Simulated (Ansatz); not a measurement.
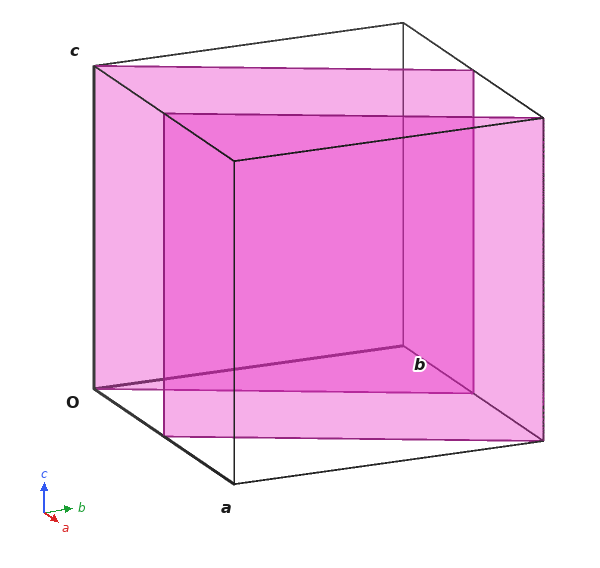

For Ni, the input geometry of an electronic-structure calculation (not necessarily at equilibrium): every member of one family of equally spaced planes, hx + ky + lz = a whole number, that cuts the unit cell is shaded (one member passes through the origin O). All values are computed from the atomic coordinates in the standard setting (tolerance 0.002 Å).

a = 3.547 Å, b = 3.547 Å, c = 3.547 Å, α = 90.00°, β = 90.00°, γ = 90.00°.

Question: Index the planes.

Answer: (2 −1 0); the opposite sign names the same planes. The member next to the origin meets the axes a at 1/2, b at −1, c never.

Question: What is the spacing?

Answer: d = 1.586 Å.

Question: The space group is Fm-3m (No. 225). How many reflections hkl are equivalent to this one (itself included), and does it occur?

Answer: 24 reflections are equivalent in the Laue class m-3m. The reflection is systematically absent, by the centring.
